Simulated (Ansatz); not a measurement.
Frequency calculation of WH$_{8}$O$_{2}$

WH$_{8}$O$_{2}$, computed with RKS PBE-D4/def2-SVP (Ansatz 0.2.0).

It belongs to a series of runs on one base structure; here: vibrations at the highest image of the band. Figures and captions count atoms from 1; the log counts them from 0 in places.

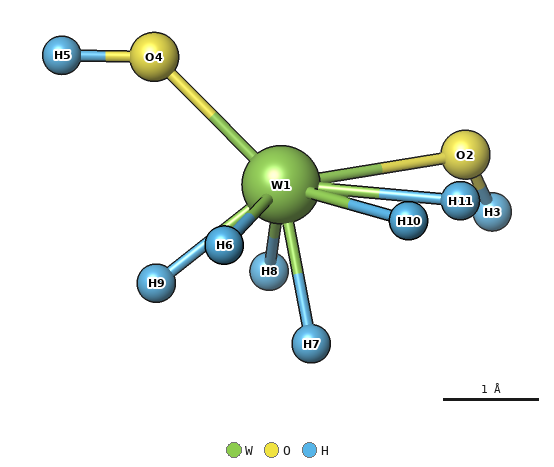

Figure 1. The input geometry (ball-and-stick view, seen at a tilt; atoms are numbered from 1 in the order of the input). Sticks mark near contacts.

**The input**
```yaml
crystal:
  periodic: [false, false, false]
  atoms:
    - { symbol: W, position_ang: [0.603037, 0.055658, 0.394885] }
    - { symbol: O, position_ang: [0.012974, 0.08687, 2.441136] }
    - { symbol: H, position_ang: [-0.843775, -0.325306, 2.659593] }
    - { symbol: O, position_ang: [2.206397, -0.785247, -0.169566] }
    - { symbol: H, position_ang: [2.541786, -1.149855, -1.007834] }
    - { symbol: H, position_ang: [0.694473, 1.212407, -0.844228] }
    - { symbol: H, position_ang: [-0.953565, 0.587607, -0.066653] }
    - { symbol: H, position_ang: [-0.628496, -1.096114, 0.362476] }
    - { symbol: H, position_ang: [0.065326, -0.375663, -1.131573] }
    - { symbol: H, position_ang: [0.237891, 1.764227, 0.993513] }
    - { symbol: H, position_ang: [-0.009848, 1.228315, 1.807651] }
basis:
  gaussian: { orbitals: def2-SVP }
hamiltonian:
  xc: pbe
  dispersion: d4
phonons: {}
```

Run as:
```bash
ansatz run input.yaml --threads 2 --pin off --max-ram 3072MiB --backend cpu --events-out ev --progress --plain --runs-dir out
```

**Output**
```
Engine: ansatz 0.2.0, aarch64-unknown-linux-gnu
Functional definition: PBE
  parameter kappa = 0.804
  parameter beta = 0.06672455060314922
  exchange = pbe_x(kappa = kappa, mu = beta*pi^2/3)
  correlation = pbe_c(beta = beta)
1057 factors; their error is unknown
mean field evaluation 1: about -6033.6521 eV, gradient 6.9e1 eV
mean field evaluation 2: about -5964.3017 eV, gradient 1.9e2 eV
mean field evaluation 4: about -6041.1549 eV, gradient 2.2e1 eV
mean field evaluation 8: about -6042.2740 eV, gradient 3.8e-1 eV
mean field evaluation 16: about -6042.2266 eV, gradient 1.2e-3 eV
mean field -6042.22662440 eV, -222.0477328783 hartree, gradient 3.7e-5 eV, S^2 0.000000; 0 other end points of the search recorded, 0 dependent functions left out
the calculation of the forces begins
reference -6042.22668903 eV, -222.0477352535 hartree; 19, 19 occupied and 81, 81 virtual orbitals, 1057 factors
these checks for a lower state are left out or cut short: stability, starts, cluster_reference, orbital_swaps, neighbouring_geometries, increment
1057 factors; their error is unknown
mean field -6042.22645314 eV, -222.0477265846 hartree, gradient 1.7e-6 eV, S^2 0.000000; 0 other end points of the search recorded, 0 dependent functions left out
[... from here on the field's lines of each further geometry are left out, up to the last ...]
the calculation of the forces begins
reference -6042.22667836 eV, -222.0477348614 hartree; 19, 19 occupied and 81, 81 virtual orbitals, 1057 factors
these checks for a lower state are left out or cut short: stability, starts, cluster_reference, orbital_swaps, neighbouring_geometries, increment
1057 factors; their error is unknown
mean field -6042.22661277 eV, -222.0477324508 hartree, gradient 1.2e-6 eV, S^2 0.000000; 0 other end points of the search recorded, 0 dependent functions left out
the calculation of the forces begins
reference -6042.22667740 eV, -222.0477348261 hartree; 19, 19 occupied and 81, 81 virtual orbitals, 1057 factors
WARN: phonons: modes at or below zero, which the zero-point energy, F, S and C_V leave out: 1, the lowest at -894.69 cm⁻¹. A minimum has none, and a first-order saddle one
Total energy: -6042.41863848 eV, -222.0547892656 hartree
Atom 0 at     0.603037     0.055658     0.394885 Å, force    -0.001819    -0.000139     0.000198 eV/Å
Atom 1 at     0.012974     0.086870     2.441136 Å, force    -0.000470     0.000245    -0.001160 eV/Å
Atom 2 at    -0.843775    -0.325306     2.659593 Å, force     0.000618    -0.000210     0.000179 eV/Å
Atom 3 at     2.206397    -0.785247    -0.169566 Å, force     0.000246    -0.000376    -0.001057 eV/Å
Atom 4 at     2.541786    -1.149855    -1.007834 Å, force     0.000424     0.000285     0.000294 eV/Å
Atom 5 at     0.694473     1.212407    -0.844228 Å, force     0.000383    -0.000489     0.000079 eV/Å
Atom 6 at    -0.953565     0.587607    -0.066653 Å, force     0.000253     0.000215     0.000767 eV/Å
Atom 7 at    -0.628496    -1.096114     0.362476 Å, force    -0.000010     0.000179     0.000125 eV/Å
Atom 8 at     0.065326    -0.375663    -1.131573 Å, force     0.000592     0.000315     0.000836 eV/Å
Atom 9 at     0.237891     1.764227     0.993513 Å, force     0.000345    -0.000238    -0.000197 eV/Å
Atom 10 at    -0.009848     1.228315     1.807651 Å, force    -0.000562     0.000213    -0.000063 eV/Å
Dipole moment:     0.151439    -0.166297     0.195392 e Å
Vibrations: -894.69 174.20 211.45 418.70 488.15 508.53 545.80 564.41 600.19 657.78 691.69 711.02 765.75 898.61 947.84 996.53 1071.09 1140.53 1215.75 1830.78 1897.98 1961.37 2009.97 2031.24 2068.61 3725.86 3749.87 cm⁻¹, zero-point energy 1.976538 eV
```

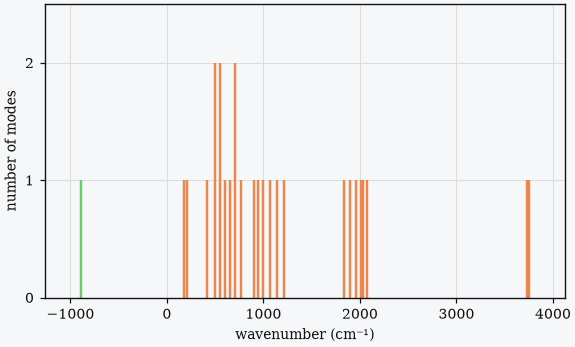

Figure 2. Harmonic vibrational wavenumbers from the force constants; neighbouring modes closer than 21 cm⁻¹ are counted in one stick, and imaginary ones are drawn at negative wavenumbers. 27 modes from 895i to 3750 cm⁻¹, 1 imaginary beyond 8i (895i cm⁻¹): a first-order saddle point, if the geometry is stationary.

**Results in brief**

```csv
quantity,value
outcome,converged
total energy,−6042.4186 eV
mean-field energy,−6042.2267 eV
largest force (length of the vector),0.002 eV/Å
hardware,"2 threads of Arm Neoverse V1, 24 GiB of memory available, shared host"
wall time,93 s (CPU time 3 min)
peak memory,0.13 GiB
```
